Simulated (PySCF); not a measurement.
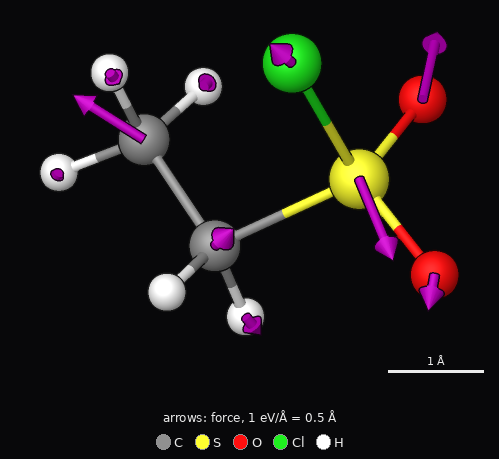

Starting geometry of C2H5ClO2S with the computed forces as purple arrows. The picture is a ball-and-stick view, seen at a tilt.

The start comes from GFN2-xTB. Its atoms were then displaced at random by about 0.01 Å.

Level of theory: PBE0-D3(BJ)/def2-SVP geometry optimisation, gas phase (PySCF). 

**Is this structure relaxed? If not, where do the atoms go?**

It isn't relaxed: the largest force vector, on an O atom, is 2.40 eV/Å. The final displacements follow the starting forces only in part (cosine between the two patterns 0.31). An H atom moves most after the best rigid fit: 0.20 Å. Largest moves by element: H 0.20 Å, O 0.13 Å, Cl 0.08 Å, S 0.08 Å, C 0.08 Å. Near-neighbour distances that change, for instance: Cl–S 2.049 → 2.106 Å, C–C 1.474 → 1.510 Å, O–S 1.418 → 1.447 Å, C–H 1.085 → 1.103 Å. Bond angles that change, for instance: C–C–S 106.3° → 113.7°, O–S–O 116.8° → 121.9°, C–S–O 113.2° → 109.4°. Over 8 geometry steps the energy falls by 0.231 eV.
